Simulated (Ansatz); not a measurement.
# Geometry relaxation, with input and output: BH₂Cl₂F

- system: BH₂Cl₂F
- method: RKS PBE/def2-SVP (Ansatz 0.2.0)

It belongs to a series of runs on one base structure; here: end point A relaxed. Figures and captions count atoms from 1; the log counts them from 0 in places.

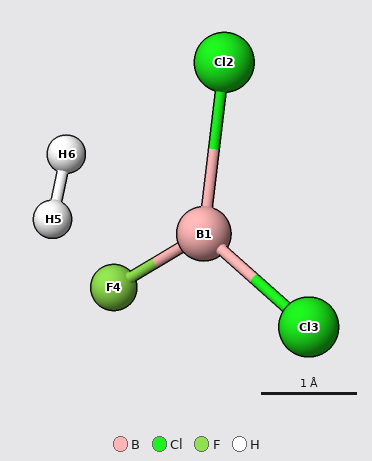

Fig. 1: The input geometry (ball-and-stick view, seen at a tilt; atoms are numbered from 1 in the order of the input). Bond lengths as drawn: B–Cl 1.74 to 1.82 Å, B–F 1.32 Å and H–H 0.72 Å.

Input:
```yaml
crystal:
  periodic: [false, false, false]
  atoms:
    - { symbol: B, position_ang: [0.044042, 0.258847, 0.122233] }
    - { symbol: Cl, position_ang: [-0.005873, 0.667103, 1.895668] }
    - { symbol: Cl, position_ang: [1.528491, 0.389546, -0.785026] }
    - { symbol: F, position_ang: [-1.088012, -0.03965, -0.488515] }
    - { symbol: H, position_ang: [0.329373, -2.085956, 0.527571] }
    - { symbol: H, position_ang: [0.252179, -1.796591, 1.18437] }
basis:
  gaussian: { orbitals: def2-SVP }
hamiltonian:
  xc: pbe
relax:
  f_tol: 0.03
  max_steps: 50
output:
  orbitals: {}
```

Run as:
```bash
ansatz run input.yaml --threads 1 --pin off --max-ram 2048MiB --backend cpu --events-out ev --progress --plain --runs-dir out
```

What the program printed:
```
The last accepted step is kept in [file] (removed where the run ends without a failure and the disk answers)
Engine: ansatz 0.2.0, aarch64-unknown-linux-gnu
Functional definition: PBE
  parameter kappa = 0.804
  parameter beta = 0.06672455060314922
  exchange = pbe_x(kappa = kappa, mu = beta*pi^2/3)
  correlation = pbe_c(beta = beta)
808 factors; their error is unknown
mean field evaluation 1: about -28448.2179 eV, gradient 2.6e1 eV
mean field evaluation 2: about -28445.3733 eV, gradient 5.1e1 eV
mean field evaluation 4: about -28449.4862 eV, gradient 1.3e0 eV
mean field evaluation 8: about -28449.4916 eV, gradient 2.8e-2 eV
mean field evaluation 16: about -28449.4504 eV, gradient 2.8e-5 eV
mean field -28449.45036057 eV, -1045.4980170209 hartree, gradient 2.8e-5 eV, S^2 0.000000; 0 other end points of the search recorded, 0 dependent functions left out
the calculation of the forces begins
reference -28449.45038620 eV, -1045.4980179627 hartree; 25, 25 occupied and 49, 49 virtual orbitals, 808 factors
relax step   1: F+E_penalty+E_count = -28449.45036057 eV  Δ(F+E_penalty+E_count) = +0.000e0 eV  max|allowed force component| = 1.650e0 eV/Å  Δτ_max = 0.0000 Å  (24 SCF iters, accepted)
these checks for a lower state are left out or cut short: starts, cluster_reference, orbital_swaps, neighbouring_geometries, increment
808 factors; their error is unknown
mean field -28449.57166432 eV, -1045.5024748516 hartree, gradient 7.7e-5 eV, S^2 0.000000; 0 other end points of the search recorded, 0 dependent functions left out
[... from here on the field's lines of each further geometry are left out, up to the last ...]
relax step   2: F+E_penalty+E_count = -28449.57166432 eV  Δ(F+E_penalty+E_count) = -1.213e-1 eV  max|allowed force component| = 8.225e-1 eV/Å  Δτ_max = 0.1980 Å  (30 SCF iters, accepted)
relax step   3: F+E_penalty+E_count = -28449.50972341 eV  Δ(F+E_penalty+E_count) = +6.194e-2 eV  max|allowed force component| = 1.159e0 eV/Å  Δτ_max = 0.1945 Å  (30 SCF iters, rejected (line search))
relax step   4: F+E_penalty+E_count = -28449.58415012 eV  Δ(F+E_penalty+E_count) = -1.249e-2 eV  max|allowed force component| = 6.678e-1 eV/Å  Δτ_max = 0.0947 Å  (30 SCF iters, accepted)
relax step   5: F+E_penalty+E_count = -28449.62479960 eV  Δ(F+E_penalty+E_count) = -4.065e-2 eV  max|allowed force component| = 5.235e-1 eV/Å  Δτ_max = 0.0962 Å  (28 SCF iters, accepted)
relax step   6: F+E_penalty+E_count = -28449.61130172 eV  Δ(F+E_penalty+E_count) = +1.350e-2 eV  max|allowed force component| = 5.651e-1 eV/Å  Δτ_max = 0.1112 Å  (27 SCF iters, rejected (line search))
relax step   7: F+E_penalty+E_count = -28449.63264579 eV  Δ(F+E_penalty+E_count) = -7.846e-3 eV  max|allowed force component| = 4.737e-1 eV/Å  Δτ_max = 0.0555 Å  (27 SCF iters, accepted)
relax step   8: F+E_penalty+E_count = -28449.64096087 eV  Δ(F+E_penalty+E_count) = -8.315e-3 eV  max|allowed force component| = 2.860e-1 eV/Å  Δτ_max = 0.0749 Å  (27 SCF iters, accepted)
relax step   9: F+E_penalty+E_count = -28449.64493807 eV  Δ(F+E_penalty+E_count) = -3.977e-3 eV  max|allowed force component| = 3.291e-2 eV/Å  Δτ_max = 0.0520 Å  (27 SCF iters, accepted)
relax step  10: F+E_penalty+E_count = -28449.64551033 eV  Δ(F+E_penalty+E_count) = -5.723e-4 eV  max|allowed force component| = 1.950e-2 eV/Å  Δτ_max = 0.0324 Å  (26 SCF iters, accepted)
relax step  11: F+E_penalty+E_count = -28449.64581091 eV  Δ(F+E_penalty+E_count) = -3.006e-4 eV  max|allowed force component| = 3.420e-2 eV/Å  Δτ_max = 0.0408 Å  (26 SCF iters, accepted)
relax step  12: F+E_penalty+E_count = -28449.64166977 eV  Δ(F+E_penalty+E_count) = +4.141e-3 eV  max|allowed force component| = 2.631e-1 eV/Å  Δτ_max = 0.0577 Å  (26 SCF iters, rejected (line search))
relax step  13: F+E_penalty+E_count = -28449.64585709 eV  Δ(F+E_penalty+E_count) = -4.618e-5 eV  max|allowed force component| = 3.886e-2 eV/Å  Δτ_max = 0.0288 Å  (25 SCF iters, accepted)
relax step  14: F+E_penalty+E_count = -28449.64592019 eV  Δ(F+E_penalty+E_count) = -6.309e-5 eV  max|allowed force component| = 3.462e-2 eV/Å  Δτ_max = 0.0302 Å  (26 SCF iters, accepted)
relax step  15: F+E_penalty+E_count = -28449.64583031 eV  Δ(F+E_penalty+E_count) = +8.988e-5 eV  max|allowed force component| = 6.005e-2 eV/Å  Δτ_max = 0.0308 Å  (24 SCF iters, rejected (line search))
the calculation of the forces begins
reference -28449.64599197 eV, -1045.5052063421 hartree; 25, 25 occupied and 49, 49 virtual orbitals, 808 factors
relax step  16: F+E_penalty+E_count = -28449.64596441 eV  Δ(F+E_penalty+E_count) = -4.422e-5 eV  max|allowed force component| = 2.365e-2 eV/Å  Δτ_max = 0.0150 Å  (25 SCF iters, accepted)
808 factors; their error is unknown
mean field evaluation 128: about -28449.6460 eV, gradient 1.2e-3 eV
```

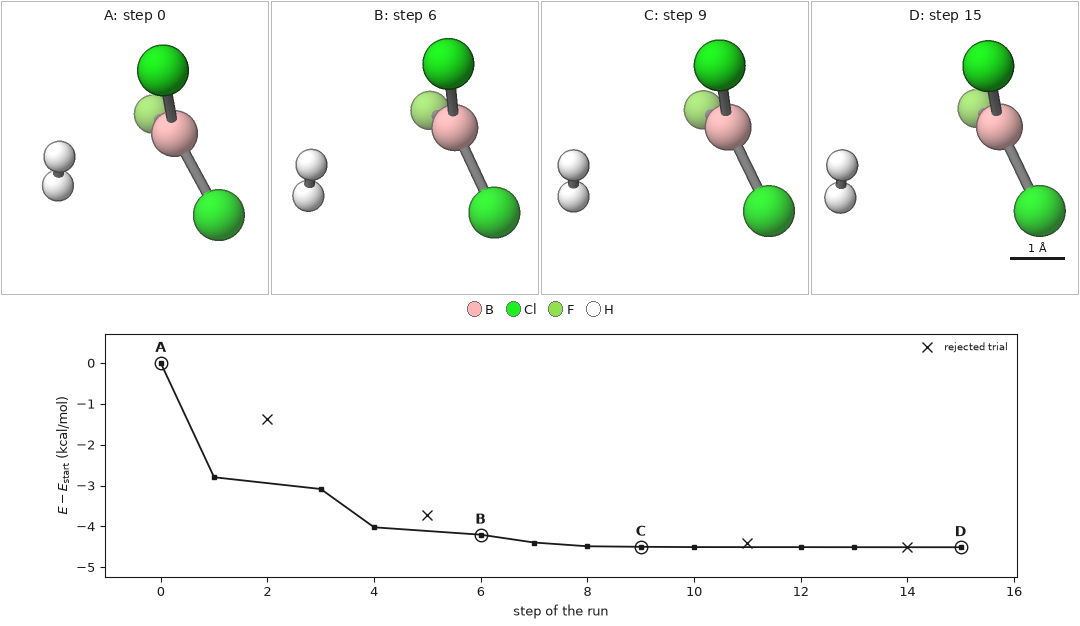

Fig. 2: Frames of the relaxation (ball-and-stick view, seen at a tilt) above the curves, on which the letters mark them (the first geometry is step 0 here and step 1 in the log).

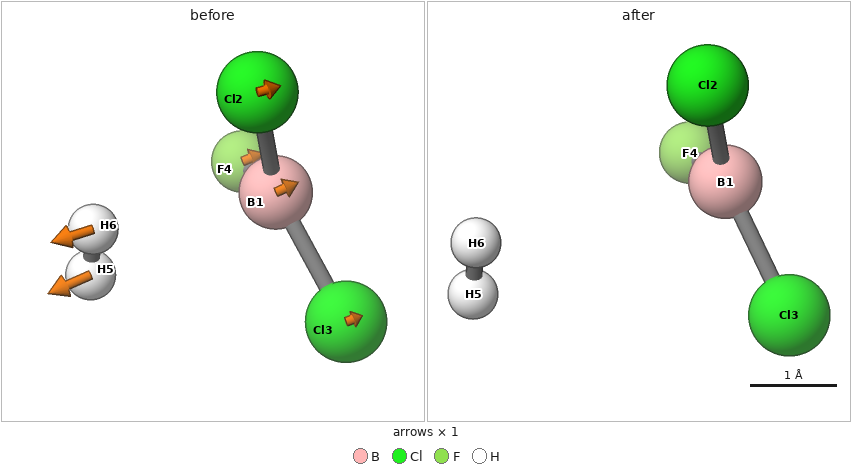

Fig. 3: Before (left) and after (right) the relaxation, at one scale (ball-and-stick view, seen at a tilt). The orange arrows give the displacements, at true length. The atom that moves furthest after the best rigid fit is H5 (0.57 Å). Largest moves by element: H 0.57 Å, Cl 0.31 Å, B 0.31 Å, F 0.28 Å. Distances before and after: B1–Cl2 1.821 → 1.756 Å, H5–H6 0.722 → 0.769 Å, B1–Cl3 1.745 → 1.754 Å. Over 15 geometry steps the energy falls by 4.51 kcal/mol. Largest force component: 1.6 eV/Å at the start, 0.024 eV/Å at the end. The line search rejected the trial steps at points 2, 5, 11, 14 (counted from 0) and went back. (Atoms are counted from 1 in the order of the input.)

```
mean field -28449.64596441 eV, -1045.5052053295 hartree, gradient 8.9e-5 eV, S^2 0.000000; 1 other end points of the search recorded, 0 dependent functions left out
the calculation of the forces begins
reference -28449.64599197 eV, -1045.5052063421 hartree; 25, 25 occupied and 49, 49 virtual orbitals, 808 factors
Total energy: -28449.64599197 eV, -1045.5052063421 hartree
Atom 0 at     0.007554     0.562157     0.081671 Å, force     0.009958    -0.002041    -0.001343 eV/Å
Atom 1 at    -0.032818     0.939797     1.795700 Å, force    -0.007534    -0.006223    -0.021451 eV/Å
Atom 2 at     1.505050     0.611209    -0.831024 Å, force    -0.023652    -0.002178     0.007907 eV/Å
Atom 3 at    -1.117718     0.241039    -0.537339 Å, force     0.020605     0.009046     0.015201 eV/Å
Atom 4 at     0.412399    -2.638524     0.629008 Å, force    -0.001324     0.006309     0.016485 eV/Å
Atom 5 at     0.285735    -2.322380     1.318285 Å, force     0.001947    -0.004913    -0.016800 eV/Å
Dipole moment:     0.043514    -0.002900     0.025647 e Å
```

Trajectory as extended XYZ (Å, eV, eV/Å), 16 frames, from step=1 to step=16:
```
6
Properties=species:S:1:pos:R:3:forces:R:3 step=1 energy=-28449.45036
B     0.0440    0.2588    0.1222   -0.1438   0.4443   1.1068
Cl   -0.0059    0.6671    1.8957   -0.0024  -0.0477  -1.0406
Cl    1.5285    0.3895   -0.7850    0.0904   0.0086  -0.0594
F    -1.0880   -0.0396   -0.4885    0.0150  -0.0020   0.0187
H     0.3294   -2.0860    0.5276    0.2100  -0.9302  -1.6496
H     0.2522   -1.7966    1.1844   -0.1692   0.5270   1.6241
6
Properties=species:S:1:pos:R:3:forces:R:3 step=2 energy=-28449.57166
B     0.0230    0.4139    0.1260   -0.1208  -0.4120   0.6720
Cl   -0.0280    0.8385    1.8694   -0.0127   0.0100  -0.8225
Cl    1.5313    0.4003   -0.7672   -0.0882   0.2133   0.0009
F    -1.0862   -0.0272   -0.4577    0.2045   0.3675   0.0958
H     0.3491   -2.2810    0.5002    0.0154  -0.1183  -0.0688
H     0.2711   -1.9512    1.1856    0.0017  -0.0606   0.1226
6
Properties=species:S:1:pos:R:3:forces:R:3 step=3 energy=-28449.50972 accepted=F
B     0.0504    0.3551    0.1770   -0.8824   1.1594  -0.6199
Cl   -0.0553    1.0249    1.8207    0.1334  -0.5459  -0.3511
Cl    1.5214    0.5126   -0.7892   -0.1683  -0.3487   0.3143
F    -1.1044    0.0900   -0.4706    0.9178  -0.2426   0.6243
H     0.3627   -2.4683    0.5079   -0.0588   0.2765   0.5439
H     0.2853   -2.1209    1.2105    0.0583  -0.2986  -0.5115
6
Properties=species:S:1:pos:R:3:forces:R:3 step=4 energy=-28449.58415
B     0.0396    0.3567    0.1491   -0.6298   0.6025  -0.0673
Cl   -0.0409    0.8961    1.8491    0.0794  -0.3417  -0.5828
Cl    1.5242    0.4599   -0.7885   -0.1212  -0.1441   0.1838
F    -1.1054    0.0617   -0.4842    0.6677  -0.0293   0.4364
H     0.3604   -2.3566    0.5193   -0.0088   0.0170   0.1090
H     0.2824   -2.0244    1.2114    0.0125  -0.1043  -0.0790
6
Properties=species:S:1:pos:R:3:forces:R:3 step=5 energy=-28449.62480
B     0.0208    0.4496    0.1327   -0.0734   0.1342   0.2250
Cl   -0.0489    0.9530    1.8378    0.0480  -0.1637  -0.5235
Cl    1.5218    0.4675   -0.7841   -0.1284   0.0248   0.1375
F    -1.0991    0.0807   -0.4756    0.1522   0.0630   0.1291
H     0.3714   -2.4491    0.5234   -0.0405   0.1703   0.3885
H     0.2942   -2.1085    1.2221    0.0421  -0.2286  -0.3566
6
Properties=species:S:1:pos:R:3:forces:R:3 step=6 energy=-28449.61130 accepted=F
B     0.0055    0.5543    0.1067    0.4924  -0.3369   0.5651
Cl   -0.0508    1.0059    1.8238    0.0115   0.0399  -0.4949
Cl    1.5188    0.5138   -0.7924   -0.1414   0.2041   0.0854
F    -1.0828    0.0941   -0.4685   -0.3639   0.1158  -0.1775
H     0.3729   -2.5586    0.5426   -0.0499   0.2294   0.4750
H     0.2966   -2.2163    1.2442    0.0514  -0.2522  -0.4532
6
Properties=species:S:1:pos:R:3:forces:R:3 step=7 energy=-28449.63265
B     0.0197    0.4777    0.1233    0.0183   0.1141   0.2500
Cl   -0.0485    0.9681    1.8295    0.0486  -0.1382  -0.4737
Cl    1.5196    0.5031   -0.7951   -0.1216   0.0255   0.1328
F    -1.0962    0.1010   -0.4815    0.0532   0.0366   0.0674
H     0.3713   -2.4952    0.5412   -0.0283   0.1224   0.2780
H     0.2944   -2.1614    1.2389    0.0300  -0.1604  -0.2546
6
Properties=species:S:1:pos:R:3:forces:R:3 step=8 energy=-28449.64096
B     0.0207    0.5106    0.1142    0.1095   0.0825   0.1528
Cl   -0.0467    0.9891    1.8142    0.0495  -0.0802  -0.2860
Cl    1.5172    0.5550   -0.8101   -0.1146   0.0178   0.1255
F    -1.0903    0.1206   -0.4859   -0.0461  -0.0035  -0.0067
H     0.3683   -2.5491    0.5629   -0.0053   0.0271   0.0656
H     0.2911   -2.2329    1.2610    0.0070  -0.0437  -0.0512
6
Properties=species:S:1:pos:R:3:forces:R:3 step=9 energy=-28449.64494
B     0.0209    0.5243    0.1057   -0.0329  -0.0161  -0.0186
Cl   -0.0351    0.9789    1.7997    0.0069   0.0018  -0.0030
Cl    1.5123    0.5840   -0.8144    0.0016   0.0073   0.0051
F    -1.0931    0.1348   -0.4948    0.0218   0.0182   0.0098
H     0.3775   -2.5517    0.5749    0.0021  -0.0058   0.0002
H     0.2777   -2.2770    1.2852    0.0005  -0.0054   0.0065
6
Properties=species:S:1:pos:R:3:forces:R:3 step=10 energy=-28449.64551
B     0.0173    0.5372    0.0983   -0.0120  -0.0040  -0.0128
Cl   -0.0343    0.9732    1.7975    0.0017  -0.0027  -0.0060
Cl    1.5107    0.5968   -0.8197   -0.0108   0.0010   0.0066
F    -1.0994    0.1641   -0.5070    0.0195   0.0109   0.0086
H     0.3840   -2.5789    0.5897    0.0027  -0.0059  -0.0051
H     0.2820   -2.2991    1.2976   -0.0011   0.0008   0.0087
6
Properties=species:S:1:pos:R:3:forces:R:3 step=11 energy=-28449.64581
B     0.0126    0.5502    0.0891    0.0342   0.0111   0.0039
Cl   -0.0326    0.9574    1.7951   -0.0057  -0.0008   0.0092
Cl    1.5078    0.6089   -0.8260   -0.0090  -0.0035  -0.0015
F    -1.1071    0.2011   -0.5224   -0.0206  -0.0058  -0.0120
H     0.3950   -2.6065    0.6087    0.0028  -0.0053  -0.0053
H     0.2846   -2.3178    1.3118   -0.0018   0.0043   0.0058
6
Properties=species:S:1:pos:R:3:forces:R:3 step=12 energy=-28449.64167 accepted=F
B     0.0021    0.5914    0.0733    0.0411  -0.2631   0.0499
Cl   -0.0317    0.9338    1.7960   -0.0252   0.0645  -0.0670
Cl    1.5062    0.6118   -0.8318   -0.0643   0.0732   0.0013
F    -1.1196    0.2458   -0.5411    0.0476   0.1228   0.0167
H     0.4138   -2.6540    0.6356   -0.0020   0.0083   0.0210
H     0.2895   -2.3355    1.3244    0.0027  -0.0057  -0.0218
6
Properties=species:S:1:pos:R:3:forces:R:3 step=13 energy=-28449.64586
B     0.0101    0.5561    0.0853   -0.0137   0.0251  -0.0187
Cl   -0.0333    0.9495    1.7956   -0.0039  -0.0161  -0.0180
Cl    1.5061    0.6112   -0.8294   -0.0219  -0.0116   0.0111
F    -1.1145    0.2273   -0.5320    0.0389   0.0013   0.0254
H     0.4063   -2.6296    0.6215   -0.0009   0.0055   0.0152
H     0.2854   -2.3212    1.3152    0.0016  -0.0043  -0.0150
6
Properties=species:S:1:pos:R:3:forces:R:3 step=14 energy=-28449.64592
B     0.0058    0.5671    0.0777    0.0346   0.0071   0.0112
Cl   -0.0318    0.9336    1.7941   -0.0137  -0.0063  -0.0160
Cl    1.5039    0.6177   -0.8336   -0.0204  -0.0047   0.0009
F    -1.1200    0.2546   -0.5434   -0.0011   0.0015   0.0055
H     0.4148   -2.6471    0.6357   -0.0021   0.0079   0.0213
H     0.2875   -2.3326    1.3258    0.0027  -0.0054  -0.0228
6
Properties=species:S:1:pos:R:3:forces:R:3 step=15 energy=-28449.64583 accepted=F
B     0.0091    0.5594    0.0854   -0.0246  -0.0346  -0.0145
Cl   -0.0341    0.9473    1.7976   -0.0024  -0.0030  -0.0387
Cl    1.5065    0.6044   -0.8283   -0.0337   0.0064   0.0175
F    -1.1155    0.2267   -0.5311    0.0600   0.0307   0.0345
H     0.4097   -2.6318    0.6221   -0.0021   0.0088   0.0199
H     0.2845   -2.3128    1.3105    0.0027  -0.0084  -0.0187
6
Properties=species:S:1:pos:R:3:forces:R:3 step=16 energy=-28449.64596
B     0.0076    0.5622    0.0817    0.0100  -0.0020  -0.0013
Cl   -0.0328    0.9398    1.7957   -0.0075  -0.0062  -0.0215
Cl    1.5050    0.6112   -0.8310   -0.0237  -0.0022   0.0079
F    -1.1177    0.2410   -0.5373    0.0206   0.0090   0.0152
H     0.4124   -2.6385    0.6290   -0.0013   0.0063   0.0165
H     0.2857   -2.3224    1.3183    0.0019  -0.0049  -0.0168
```

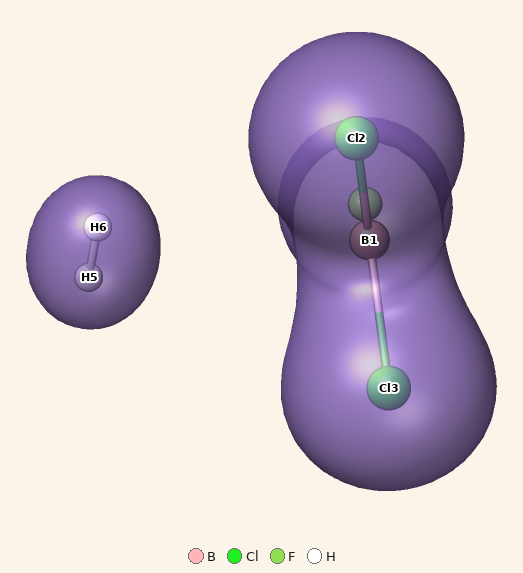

Fig. 4: Isosurface of the total electron density at 0.2 e/Å³ (purple), seen at a tilt. At this value the surface falls into two separate pieces. It is pinched off along the B···H (3.15 Å) contacts. On the grid the lowest density along these lines, outside the cores, is 0.02 e/Å³ (B···H, 3.15 Å), 1.5 e/Å³ (B–F, 1.32 Å), 1 e/Å³ (B–Cl, 1.75 Å) and 1.6 e/Å³ (H–H, 0.77 Å).

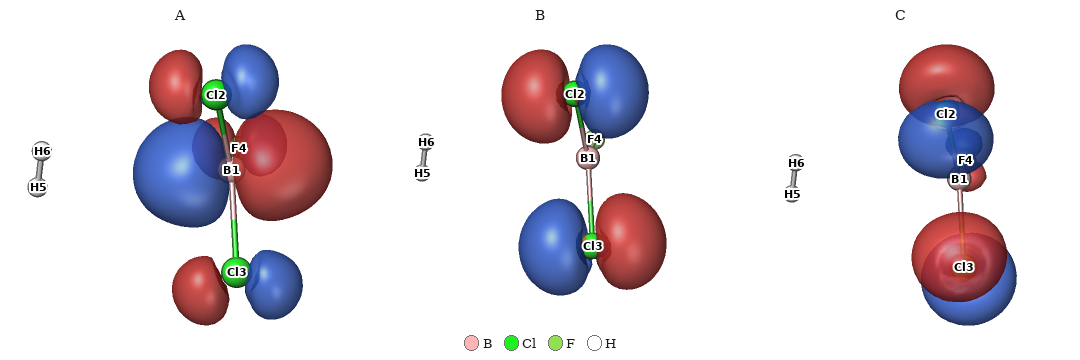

Fig. 5: Three frontier orbitals at ±0.15 Å⁻³ᐟ² (red and blue are the two phases). B is the HOMO−1 (−8.25 eV). C is the HOMO (−7.73 eV). A is the LUMO (−1.71 eV). It lies mainly on B1 (50 %), Cl3 (15 %), Cl2 (15 %) and F4 (15 %). The HOMO–LUMO gap is 6.02 eV between the orbital energies.

Summary:

```csv
quantity,value
outcome,converged
total energy,−28449.6460 eV
mean-field energy,−28449.6460 eV
largest force (length of the vector) at the end,0.027 eV/Å
hardware,"1 thread of Arm Neoverse V2, 24 GiB of memory available, shared host"
wall time,31 s
peak memory,0.14 GiB
```
